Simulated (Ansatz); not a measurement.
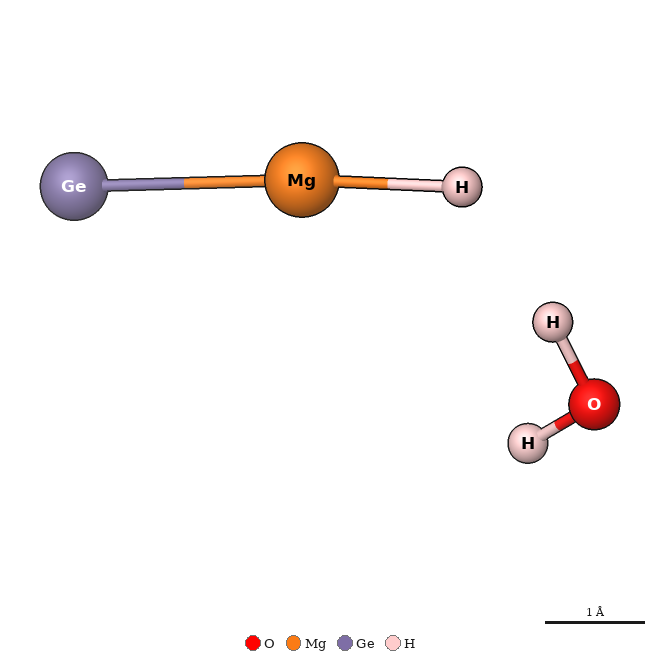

The structure as it stands in the input.

Input file:

```yaml
crystal:
  periodic: [false, false, false]
  atoms:
    - {symbol: O, position_ang: [-0.731045, 1.750057, -0.692750]}
    - {symbol: Mg, position_ang: [0.813613, -1.369142, 0.700210]}
    - {symbol: Ge, position_ang: [0.132239, -3.865804, 0.769950]}
    - {symbol: H, position_ang: [-1.313960, 1.009206, -0.881310]}
    - {symbol: H, position_ang: [1.171838, 0.382130, 0.586241]}
    - {symbol: H, position_ang: [0.011288, 1.325116, -0.212771]}
basis:
  gaussian: {orbitals: "def2-TZVPPD.json"}
total_charge: -1
hamiltonian: {xc: {name: wB97M-V}}
```

Command:

```sh
ansatz run in.yaml --threads 2 --pin off --events-out ev --progress --plain --max-ram 4352MiB
```

What the program printed:

```
Functional definition: wB97M-V
  name "wB97M-V"
  cite "Mardirossian & Head-Gordon, J. Chem. Phys. 144, 214110 (2016) doi:10.1063/1.4952647"
  cite "Becke, J. Chem. Phys. 107, 8554 (1997) doi:10.1063/1.475007"
  cite "Vydrov & Van Voorhis, J. Chem. Phys. 133, 244103 (2010) doi:10.1063/1.3521275"
  # Of w^i u^j: cxij and so on, Table III.
  parameter omega = 0.3/bohr
  parameter cx = 0.15
  parameter cx01 = 1.007
  parameter cx10 = 0.259
  parameter css00 = 0.443
  parameter css04 = -1.437
  parameter css10 = -4.535
  parameter css20 = -3.390
  parameter css43 = 4.278
  parameter cos00 = 1.000
  parameter cos10 = 1.358
  parameter cos20 = 2.924
  parameter cos21 = -8.812
  parameter cos60 = -1.390
  parameter cos61 = 9.142
  parameter b = 6.0
  parameter c = 0.01
  gx(w, u) = 1 - cx + cx01*u + cx10*w
  gss(w, u) = css00 + css04*u^4 + css10*w + css20*w^2 + css43*w^4*u^3
  gos(w, u) = cos00 + cos10*w + (cos20 + cos21*u)*w^2 + (cos60 + cos61*u)*w^6
  exchange = spin_sum(e_x_unif_sr(omega)*gx(b97_w, b97_u_x)) + cx*exact_x_sr(omega) + exact_x_lr(omega)
  correlation = spin_sum(e_c_pw_mod_same_spin*gss(b97_w, b97_u_same))
      + integral(e_c_pw_mod_opposite_spin*gos(b97_w_opposite, b97_u_opposite)) + vv10(b, c)
1083 factors; their error is unknown
325 factors; integrals over basis functions are off by at most 6.9e-5 eV
mean field evaluation 1: about -64053.1701 eV, gradient 1.9e1 eV
mean field evaluation 2: about -64053.9756 eV, gradient 1.2e1 eV
mean field evaluation 4: about -64054.1914 eV, gradient 1.2e0 eV
mean field evaluation 8: about -64054.2074 eV, gradient 1.1e-1 eV
mean field evaluation 16: about -64054.3669 eV, gradient 3.7e-3 eV
mean field evaluation 32: about -64054.4199 eV, gradient 1.6e-5 eV
mean field -64054.41985475 eV, -2353.9565120170 hartree, gradient 4.7e-6 eV, S^2 0.000000; 2 other end points of the search recorded, 0 dependent functions left out
reference -64054.41991622 eV, -2353.9565142759 hartree; 28, 28 occupied and 152, 152 virtual orbitals, 1083 factors
Total energy: -64054.41991622 eV, -2353.9565142759 hartree
```
